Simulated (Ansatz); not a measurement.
# Searching the electronic states of MnAs, part 1 of 2

Aim: see which self-consistent states MnAs reaches from different starts at one fixed geometry, and which of them is lowest. The cell (4 atoms) is MnAs in the deposited crystal structure (space group P6_3/mmc). Source: COD entry 9008898; the sample's temperature and pressure aren't taken into account.

The COD entry's cell or inner coordinates are ideal or old and differ from later refinements, so a difference from it is no clean test against experiment.

Method: DFT PBE+U, PAW, plane waves, scalar-relativistic; U − J = 5.6 eV on Mn d, in Ansatz 0.2.0.

### 1 The structure to begin with

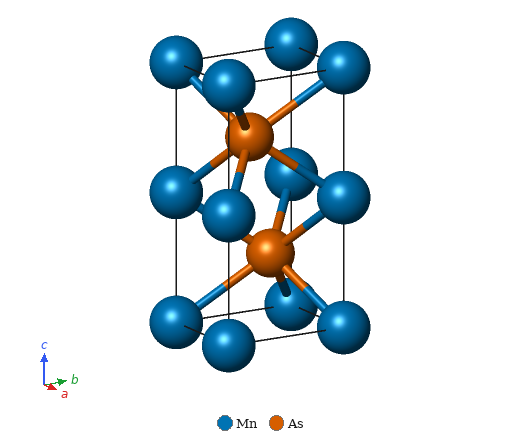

The starting structure, seen slightly off an axis (manganese blue, arsenic orange). Atoms on the faces are drawn again on the opposite ones.

As a file:

```cif
data_structure
_symmetry_space_group_name_H-M 'P6_3/mmc'
_symmetry_Int_Tables_number 194
_cell_length_a 3.7100
_cell_length_b 3.7100
_cell_length_c 5.6910
_cell_angle_alpha 90.000
_cell_angle_beta 90.000
_cell_angle_gamma 120.000
_cell_volume 67.84
loop_
_atom_site_label
_atom_site_type_symbol
_atom_site_symmetry_multiplicity
_atom_site_Wyckoff_symbol
_atom_site_fract_x
_atom_site_fract_y
_atom_site_fract_z
_atom_site_occupancy
Mn1 Mn 2 a 0.00000 0.00000 0.00000 1
As1 As 2 c 0.33333 0.66667 0.25000 1
```

Atoms are counted from 1 in the order of input.yaml (As4 and so on).

The first starts: parallel moments, plain SCF; opposed moments +-, plain SCF; no spin polarisation; spin on, no moments given (the program may seed its own), plain SCF. What is tried next depends on their ends.

A plain SCF has the search for lower states switched off and ends at the first converged state. 

Moments by site are taken inside atomic spheres; the rest lies between them.

### 2 Parallel moments, plain SCF

The input, input.yaml:

```yaml
crystal:
  lattice:
    - [3.70999816, 0.0, 0.0]
    - [-1.85499908, 3.21295266, 0.0]
    - [0.0, 0.0, 5.691]
  atoms:
    - { symbol: Mn, position: [0.0, 0.0, 0.0], spin: 4.5 }
    - { symbol: Mn, position: [0.0, 0.0, 0.5], spin: 4.5 }
    - { symbol: As, position: [0.33333333, 0.66666667, 0.25] }
    - { symbol: As, position: [0.66666667, 0.33333333, 0.75] }
magnetization:
  spin_polarized: true
hamiltonian:
  xc: pbe
  pseudopotentials: { kind: paw }
  hubbard: { sites: [{ species: Mn, l: d, u_eff: 5.6 }] }
basis:
  ecutwfc: 420
kpoints:
  mp_grid: { grid: [6, 6, 4] }
scf:
  occupations: { method: fermi_dirac, width: 0.05 }
  lower_state_search: "off"
output:
  forces: true
  stress: true
  write_density: true
  write_potential: true
  elf: true
  volumetric_format: npy
```

Run with:

```console
ansatz run input.yaml --threads 2 --pin off --max-ram 5120MiB --backend cpu --events-out ev --progress --plain --runs-dir out
```

Output:

```text
Mn: projections on atomic orbitals take those of the free atom [Ne] 3s2 3p6 3d5 4s2, of charge +0.00 (hamiltonian.pseudopotentials.projection_atoms); the dataset's partial waves leave at most 9.0e-7 of an orbital's norm unspanned inside its sphere
As: projections on atomic orbitals take those of the free atom [Ar] 3d10 4s2 4p3, of charge +0.00 (hamiltonian.pseudopotentials.projection_atoms); the dataset's partial waves leave at most 1.7e-6 of an orbital's norm unspanned inside its sphere
Engine: ansatz 0.2.0, x86_64-unknown-linux-gnu
Pseudopotentials: kind: paw
Pseudopotential: Mn, paw, valence charge 15, recommended cutoff 420 eV (normal), Mn.paw.azcp
Pseudopotential: As, paw, valence charge 15, recommended cutoff 420 eV (normal), As.paw.azcp
Functional definition: PBE
  parameter kappa = 0.804
  parameter beta = 0.06672455060314922
  exchange = pbe_x(kappa = kappa, mu = beta*pi^2/3)
  correlation = pbe_c(beta = beta)
Crystal: 4 atoms, lattice volume = 67.837 Å³
Basis set: ecut = 420 eV, 1339 PW (Γ), exchange–correlation on 50×50×80 points (8 copies of the dense FFT grid, shifted against one another)
Bands: 42, of which v1, the nominal top of the filled ones, is band 30 counted from 1 (29 counted from 0)
Symmetry: 24 space group operations
Space group: P63/mmc (ITA 194), of the structure as read, at distance tolerance 4.1e-5 Å
Magnetic group: BNS 194.263 (UNI 1493), of the structure as read, at distance tolerance 4.1e-5 Å
k-points: 21 of 144
Non-local potential: Mn, projectors of the file, l = 0: 3, l = 1: 2, l = 2: 3, l = 3: 1
Non-local potential: As, projectors of the file, l = 0: 2, l = 1: 2, l = 2: 3, l = 3: 1
PAW form: soft (Blöchl's): semilocal exchange-correlation on the pseudo side does not see the compensation charge
PAW one-centre angular grid: Mn, 590 points (default); XC on 64 Gauss nodes
PAW one-centre angular grid: As, 590 points (default); XC on 64 Gauss nodes
Initial density: superposition of atomic densities (chi_scale 0.1, normalization cell)
Starting moments: Σ|m| = 9 μB on 2 of 4 sites
Initial wavefunctions: pseudopotential atomic-orbital guess
Functional: x = pbe(κ = 0.804, μ = 0.2195149727645171), c = pbe(β = 0.06672455060314922)
iter 1 solved again at ethr=5.78e-4 eV; its pass at ethr=3.10e-3 eV (dr2=3.47e-1 eV) is discarded
SCF iter   1: F=—  HF=-17505.814877 eV  |F-HF|=—  |Δ(HF+E_count)|=         —  Δρ=2.26e-2 (↑1.92e-2 ↓2.26e-2)  dr2=3.48e-1  dr2_m=1.77e-1  M=8.180 μB ∫|m|=9.454 μB  β_m=0.30  ethr=5.78e-4  ⟨swp⟩=1.2  Hψ=8101  notcnv=0
Mixer restart at iter 1: flushing history
preconditioner: auto → Kerker (q_TF=auto, 2.673 Å⁻¹)  [metal: Δε(μ)=0.025 eV  Ē_g=10.778 eV  σ=0.050 eV  W_gap=0.12  n_scr=22 (ndim 8)  ℏωp=22.1 eV  f_vac=0.000  D(μ)=1.95/eV (n_scr^D=22)]
spin=Collinear: Kerker preconditioning applied to the charge; magnetization (m = ρ↑ − ρ↓) channel mixes plain (no charge-response kernel on spin).
spin-set hold released at iteration 1 (the charge has settled, or the pull on large starting moments outlasts its swing): the magnetisation degrees of freedom join the quasi-Newton model from the next iteration; the mixer history was flushed
SCF iter   2: F=—  HF=-17505.972848 eV  |F-HF|=—  |Δ(HF+E_count)|=   1.58e-1  Δρ=1.72e-2 (↑1.38e-2 ↓1.72e-2)  dr2=2.26e-1  dr2_m=8.91e-2  M=8.144 μB ∫|m|=9.481 μB  β_m=0.65  ethr=5.78e-4  ⟨swp⟩=2.0  Hψ=2260  notcnv=0
SCF iter   3: F=—  HF=-17506.180137 eV  |F-HF|=—  |Δ(HF+E_count)|=   2.07e-1  Δρ=3.71e-3 (↑1.88e-3 ↓3.71e-3)  dr2=2.27e-2  dr2_m=1.36e-3  M=8.055 μB ∫|m|=9.543 μB  β_m=0.82  ethr=3.77e-4  ⟨swp⟩=2.5  Hψ=2943  notcnv=0  defer=2
SCF iter   4: F=—  HF=-17506.181620 eV  |F-HF|=—  |Δ(HF+E_count)|=   1.48e-3  Δρ=2.12e-3 (↑2.12e-3 ↓1.10e-3)  dr2=4.40e-3  dr2_m=7.15e-4  M=8.051 μB ∫|m|=9.537 μB  β_m=0.82  ethr=3.78e-5  ⟨swp⟩=2.0  Hψ=3346  notcnv=0  defer=76
SCF iter   5: F=—  HF=-17506.180805 eV  |F-HF|=—  |Δ(HF+E_count)|=   8.15e-4  Δρ=5.12e-4 (↑3.77e-4 ↓5.12e-4)  dr2=6.22e-4  dr2_m=2.60e-5  M=8.051 μB ∫|m|=9.534 μB  β_m=0.91  ethr=7.33e-6  ⟨swp⟩=2.0  Hψ=3118  notcnv=0  defer=76
SCF iter   6: F=—  HF=-17506.180944 eV  |F-HF|=—  |Δ(HF+E_count)|=   1.39e-4  Δρ=2.97e-4 (↑2.97e-4 ↓2.67e-4)  dr2=1.64e-4  dr2_m=2.11e-6  M=8.051 μB ∫|m|=9.537 μB  β_m=0.96  ethr=1.04e-6  ⟨swp⟩=2.5  Hψ=2563  notcnv=0  defer=76
SCF iter   7: F=—  HF=-17506.181007 eV  |F-HF|=—  |Δ(HF+E_count)|=   6.32e-5  Δρ=2.92e-4 (↑2.92e-4 ↓1.24e-4)  dr2=8.77e-5  dr2_m=5.81e-6  M=8.051 μB ∫|m|=9.537 μB  β_m=0.77  ethr=2.73e-7  ⟨swp⟩=2.0  Hψ=3036  notcnv=0  defer=76
SCF iter   8: F=—  HF=-17506.180986 eV  |F-HF|=—  |Δ(HF+E_count)|=   2.13e-5  Δρ=9.96e-5 (↑9.96e-5 ↓4.31e-5)  dr2=1.01e-5  dr2_m=8.05e-7  M=8.051 μB ∫|m|=9.537 μB  β_m=0.89  ethr=1.46e-7  ⟨swp⟩=2.1  Hψ=2532  notcnv=0  defer=76
SCF iter   9: F=-17506.180987 eV  HF=-17506.180987 eV  |F-HF|=1.04e-7  |Δ(HF+E_count)|=   9.55e-7  Δρ=7.76e-6 (↑6.31e-6 ↓7.76e-6)  dr2=8.10e-8  dr2_m=9.16e-9  M=8.051 μB ∫|m|=9.537 μB  ethr=1.67e-10  ⟨swp⟩=8.9  Hψ=11470  notcnv=0
the last iteration of the SCF fills more bands at one k-point than at another: 31 at σ=↑ k=0 and 36 at σ=↑ k=18; 23 at σ=↓ k=0 and 26 at σ=↓ k=1 (a band counts as filled where it holds over half of its capacity, the bands of one level by their mean; [...]
SCF 1 converged in 9 iterations: F = -17506.180987 eV  dr2 = 8.10e-8
SCF converged after 9 iterations
Magnetization: 8.0514 μB (34.0257 up, 25.9743 down)
Absolute magnetization: 9.5305 μB (∫|ρ↑−ρ↓|, with the PAW one-centre terms)
Spin contamination: 0.7684 ħ² per cell (⟨S²⟩ above its minimum at these occupations)
Per-site moments (μB) at R_I (Å): [(4.160601203445555, 1.0607144023948976), (4.160601203445554, 1.0607144023948976), (-0.26871184293146333, 1.0607144023948976), (-0.26871184293146294, 1.0607144023948976)]
Free energy (F): -17506.180987 eV
Harris-Foulkes:  -17506.180987 eV  (|F-HF|=1.04e-7)
Internal energy: -17506.167720 eV  (E = F + TS)
E sigma→0 (E₀):  -17506.174353 eV
Entropy (-TS):   -0.013267 eV (-3.317 meV/atom)
Fermi energy:    13.559459 eV
--- Per-component energies (eV) ---
  E_band       = -934.296160
  E_kinetic    = 811.065025
  E_local      = -7132.998127  (includes V_loc(G=0)·N_el)
  E_nonlocal   = -841.320772
  E_hartree    = 3423.091818
  E_xc         = -385.310105
  E_vxc        = -448.787115  (∫ρ·V_xc dr)
  E_hubbard    = 3.009183  (on-site DFT+U / exact-exchange correction)
  E_vhub       = -24.091454  (the Hubbard potential's part of the band-sum identity)
  E_paw        = -6278.945434  (= ΣΔE_a)
  E_vpaw       = -144.350138  (= ΣTr[D̂ρ^β])
  E_aug_tail   = -0.000005  (compensation charges beyond the density's cutoff)
  E_ewald      = -7104.759303
  E_smearing   = -0.013267  (= −TS)
  E_closure    = -0.000000  (closes the sum)
  Σ components = -17506.180987   (vs F -17506.180987, Δ=0.00e0)
--- Forces (eV/Å), atoms counted from 1 ---
  atom   1  Mn    -0.00000000     0.00000000    -0.00000000
  atom   2  Mn     0.00000000    -0.00000000     0.00000000
  atom   3  As    -0.00000000    -0.00000000    -0.00000000
  atom   4  As    -0.00000000     0.00000000     0.00000000
  max |Σ_I F_I| component: 3.47e-18 eV/Å
--- Stress (GPa, compression-positive) ---
       16.698237       0.000000      -0.000000
        0.000000      16.698237      -0.000000
       -0.000000      -0.000000      20.239779
  P = ⅓ Tr σ = 17.8788 GPa (178.788 kbar)
--- Band table (eV; the first three rows and the last of 42) ---
  k-point 0 ↑: bands = ["-68.7032", "-68.6951", "-37.5011", "-37.4447", "-37.4447", "-37.4355", "-37.4355", "-37.4041", "-21.7133", "-21.7133", "-21.7089", "-21.7089", "-21.7066", "-21.7066", "-21.7057", "-21.7057", "-21.6986", "-21.6969", "0.3405", "2.9816", "6.0049", "6.1949", "6.5731", "6.5731", "6.9376", "6.9376", "7.2624", "7.2624", "7.9977", "7.9977", "9.9674", "14.1093", "14.1093", "15.1791", "15.6601", "15.6601", "17.0368", "18.2584", "20.0657", "20.0657", "23.0376", "23.0376"]
  k-point 1 ↑: bands = ["-68.7016", "-68.6958", "-37.4875", "-37.4434", "-37.4434", "-37.4369", "-37.4369", "-37.4189", "-21.7122", "-21.7122", "-21.7087", "-21.7087", "-21.7069", "-21.7069", "-21.7067", "-21.7067", "-21.6983", "-21.6971", "0.5921", "2.3288", "6.3530", "6.4639", "6.6963", "6.6963", "7.0337", "7.0337", "7.1789", "7.1789", "7.7764", "7.7764", "10.2335", "13.6970", "14.4299", "14.4299", "15.5229", "15.5229", "17.4925", "19.0968", "20.0590", "20.0590", "21.5391", "21.5391"]
  k-point 2 ↑: bands = ["-68.6983", "-68.6983", "-37.4537", "-37.4537", "-37.4402", "-37.4402", "-37.4402", "-37.4402", "-21.7097", "-21.7097", "-21.7097", "-21.7097", "-21.7076", "-21.7076", "-21.7076", "-21.7076", "-21.6977", "-21.6977", "1.3101", "1.3101", "6.6388", "6.6388", "6.9615", "6.9615", "6.9615", "6.9615", "7.3405", "7.3405", "7.3405", "7.3405", "11.5533", "11.5533", "15.0686", "15.0686", "15.0686", "15.0686", "18.5898", "18.5898", "20.4065", "20.4065", "20.4065", "20.4065"]
  k-point 20 ↓: bands = ["-64.0853", "-64.0853", "-32.9344", "-32.9344", "-32.9172", "-32.9172", "-32.9166", "-32.9166", "-21.7562", "-21.7562", "-21.7561", "-21.7561", "-21.7515", "-21.7515", "-21.7514", "-21.7514", "-21.7447", "-21.7447", "2.8144", "2.8144", "8.6866", "8.6866", "8.9773", "8.9773", "11.9758", "11.9758", "15.9168", "15.9168", "16.3909", "16.3909", "16.7143", "16.7143", "17.3049", "17.3049", "18.5676", "18.5676", "19.8262", "19.8262", "21.0546", "21.0546", "23.4470", "23.4470"]
Occupation matrices written to <dir>
```

Run time: 12 s. Hardware: 2 threads of AMD EPYC (Zen 3), shared host; peak memory 0.48 GiB.

The state reached is ferromagnetic, site moments Mn1 4.16, Mn2 4.16, As3 -0.27, As4 -0.27 μB, total 8.05 μB per cell, no gap on the k-mesh.

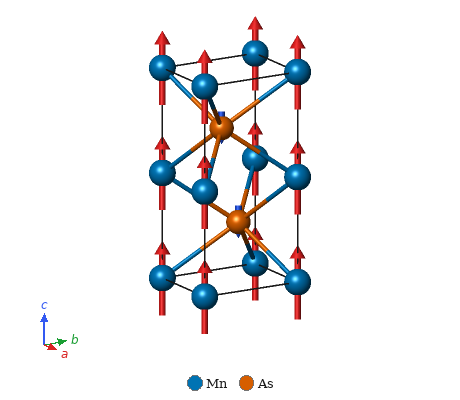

The moments of this state as arrows, longer for larger moments (red one way, blue the other). Without spin-orbit coupling their common direction is free.

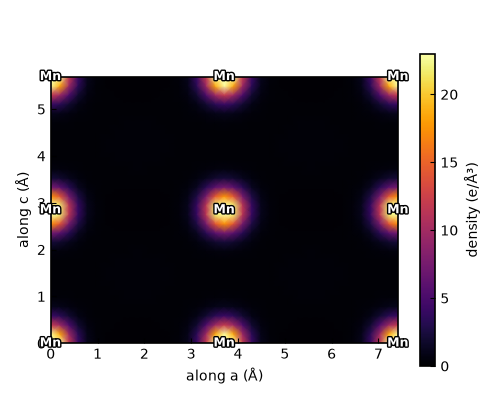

Density in a lattice plane of the grid's cell (edges 3.71 and 5.69 Å, at 0.000 of the third edge), which holds Mn. Only atoms in the plane are labelled; the density scale stops at 22.97 e/Å³. It is the smooth density of the valence electrons, not physical close to the nuclei.

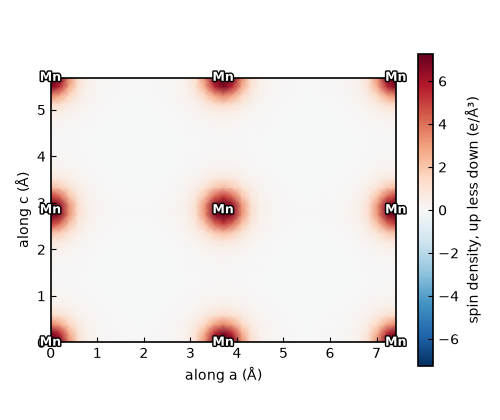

Spin density in a lattice plane of the grid's cell (edges 3.71 and 5.69 Å, at 0.000 of the third edge), which holds Mn.

### 3 Opposed moments +-, plain SCF

Changes to input.yaml since step 2:

```diff
@@ -7,3 +7,3 @@
     - { symbol: Mn, position: [0.0, 0.0, 0.0], spin: 4.5 }
-    - { symbol: Mn, position: [0.0, 0.0, 0.5], spin: 4.5 }
+    - { symbol: Mn, position: [0.0, 0.0, 0.5], spin: -4.5 }
     - { symbol: As, position: [0.33333333, 0.66666667, 0.25] }
@@ -26,5 +26 @@
   stress: true
-  write_density: true
-  write_potential: true
-  elf: true
-  volumetric_format: npy
```

Run with:

```console
ansatz run input.yaml --threads 2 --pin off --max-ram 5120MiB --backend cpu --events-out ev --progress --plain --runs-dir out
```

Output (excerpt; [...] marks lines left out):

```text
[... 14 lines as in an earlier run ...]
Symmetry: 12 space group operations
Space group: P-3m1 (ITA 164), of the structure as read, at distance tolerance 4.1e-5 Å
Magnetic group: BNS 194.269 (UNI 1499), of the structure as read, at distance tolerance 4.1e-5 Å
k-points: 24 of 144
[... 6 lines as in an earlier run ...]
Starting moments: Σ|m| = 9 μB on 2 of 4 sites
Starting magnetic order: altermagnet, g-wave, bulk spin-momentum locking; spin-degenerate planes through Γ normal to [0 0 1], [1 -1 0], [1 2 0], [2 1 0] of the run's lattice
[... 2 lines as in an earlier run ...]
[...]
SCF iter   1: F=—  HF=-17505.455861 eV  |F-HF|=—  |Δ(HF+E_count)|=         —  Δρ=1.85e-2 (↑1.85e-2 ↓1.85e-2)  dr2=3.05e-1  dr2_m=1.21e-1  M=-0.000 μB ∫|m|=9.122 μB  β_m=0.30  ethr=5.07e-4  ⟨swp⟩=1.9  Hψ=9257  notcnv=0
[...]
[... 2 lines as in an earlier run ...]
[...]
Absolute magnetization: 9.0009 μB (∫|ρ↑−ρ↓|, with the PAW one-centre terms)
Spin contamination: 4.6718 ħ² per cell (⟨S²⟩ above its minimum at these occupations)
Per-site moments (μB) at R_I (Å): [(4.1344667338430385, 1.0607144023948976), (-4.13446603480856, 1.0607144023948976), (4.838452080794209e-7, 1.0607144023948976), (4.838452078770765e-7, 1.0607144023948976)]
Free energy (F): -17505.688557 eV
[...]
E sigma→0 (E₀):  -17505.677003 eV
Entropy (-TS):   -0.023109 eV (-5.777 meV/atom)
Fermi energy:    13.293342 eV
[...]
--- Forces (eV/Å), atoms counted from 1 ---
  atom   1  Mn    -0.00000000     0.00000000     0.00000000
  atom   2  Mn    -0.00000000    -0.00000000     0.00000000
  atom   3  As     0.00000000    -0.00000000    -0.00000171
  atom   4  As    -0.00000000     0.00000000     0.00000171
[...]
--- Stress (GPa, compression-positive) ---
       17.095966      -0.000000       0.000000
       -0.000000      17.095966      -0.000000
        0.000000      -0.000000      16.310815
  P = ⅓ Tr σ = 16.8342 GPa (168.342 kbar)
Occupation matrices written to <dir>
```

Run time: 11 s. Hardware: 2 threads of AMD EPYC (Zen 3), shared host; peak memory 0.51 GiB.

End: antiferromagnetic (magnetic neighbours of Mn1 with a moment over 0.3 of its own that point the other way: 2 of 2 at 2.85 Å, 0 of 6 at 3.71 Å), site moments Mn1 4.13, Mn2 -4.13 μB, total 0.00 μB per cell, no gap on the k-mesh. Against step 2, the lowest until now, it is 123 meV/atom higher.

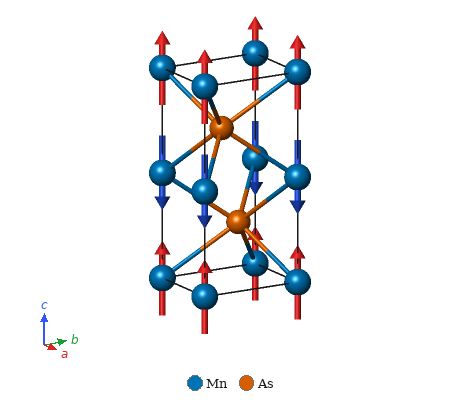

Arrows show the site moments: red and blue are opposite signs, and length grows with size. The axis is drawn upright for the eye.

### 4 No spin polarisation

Changes to input.yaml since step 3:

```diff
@@ -6,8 +6,6 @@
   atoms:
-    - { symbol: Mn, position: [0.0, 0.0, 0.0], spin: 4.5 }
-    - { symbol: Mn, position: [0.0, 0.0, 0.5], spin: -4.5 }
+    - { symbol: Mn, position: [0.0, 0.0, 0.0] }
+    - { symbol: Mn, position: [0.0, 0.0, 0.5] }
     - { symbol: As, position: [0.33333333, 0.66666667, 0.25] }
     - { symbol: As, position: [0.66666667, 0.33333333, 0.75] }
-magnetization:
-  spin_polarized: true
 hamiltonian:
@@ -26 +24,5 @@
   stress: true
+  write_density: true
+  write_potential: true
+  elf: true
+  volumetric_format: npy
```

Run with:

```console
ansatz run input.yaml --threads 2 --pin off --max-ram 5120MiB --backend cpu --events-out ev --progress --plain --runs-dir out
```

Output (excerpt; [...] marks lines left out):

```text
[... 13 lines as in an earlier run ...]
Bands: 36, of which v1, the nominal top of the filled ones, is band 30 counted from 1 (29 counted from 0)
[... 8 lines as in an earlier run ...]
[...]
[... 2 lines as in an earlier run ...]
SCF iter   1: F=—  HF=-17502.046747 eV  |F-HF|=—  |Δ(HF+E_count)|=         —  Δρ=2.85e-1  dr2=6.57e1  ethr=3.10e-3  ⟨swp⟩=4.7  Hψ=2419  notcnv=0
[...]
SCF iter  14: F=-17499.000211 eV  HF=-17499.000211 eV  |F-HF|=5.40e-8  |Δ(HF+E_count)|=   1.08e-6  Δρ=9.03e-6  dr2=5.84e-8  ethr=1.67e-10  ⟨swp⟩=6.5  Hψ=5179  notcnv=0
[...]
SCF converged after 14 iterations
Free energy (F): -17499.000211 eV
[...]
E sigma→0 (E₀):  -17498.996955 eV
Entropy (-TS):   -0.006513 eV (-1.628 meV/atom)
Fermi energy:    12.851955 eV
[...]
--- Forces (eV/Å), atoms counted from 1 ---
  atom   1  Mn     0.00000000     0.00000000    -0.00000000
  atom   2  Mn    -0.00000000     0.00000000     0.00000000
  atom   3  As     0.00000000     0.00000000    -0.00000000
  atom   4  As     0.00000000    -0.00000000     0.00000000
[...]
--- Stress (GPa, compression-positive) ---
       -9.126910       0.000000       0.000000
        0.000000      -9.126910       0.000000
        0.000000       0.000000      -3.345349
  P = ⅓ Tr σ = -7.1997 GPa (-71.997 kbar)
--- Band table (eV; the first three rows and the last of 21) ---
[...]
Occupation matrices written to <dir>
```

Run time: 8.1 s. Hardware: 2 threads of AMD EPYC (Zen 3), shared host; peak memory 0.43 GiB.

The state reached is non-magnetic (no spin polarisation), a gap of 0.17 eV on the k-mesh. It lies 1795 meV/atom above the lowest state so far (step 2).

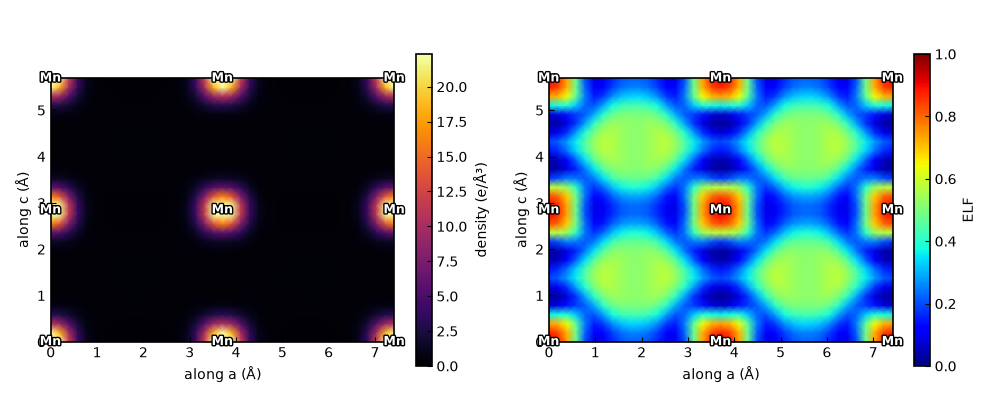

Density (left) and ELF (right) in a lattice plane of the grid's cell (edges 3.71 and 5.69 Å, at 0.000 of the third edge), which holds Mn. Only atoms in the plane are labelled; the density scale stops at 22.34 e/Å³. Both are smooth fields of the valence electrons: close to the nuclei they are not physical.

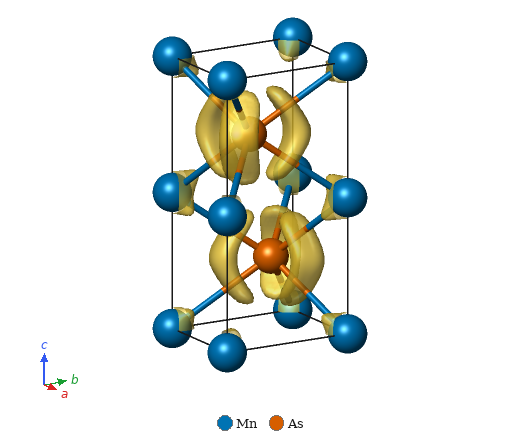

Surface of ELF = 0.66, drawn in one cell.

The highest ELF values outside the cores: 0.72 beside As, off the lines to its neighbours, 1.1 Å from As.

(Continued in part 2 of 2.)
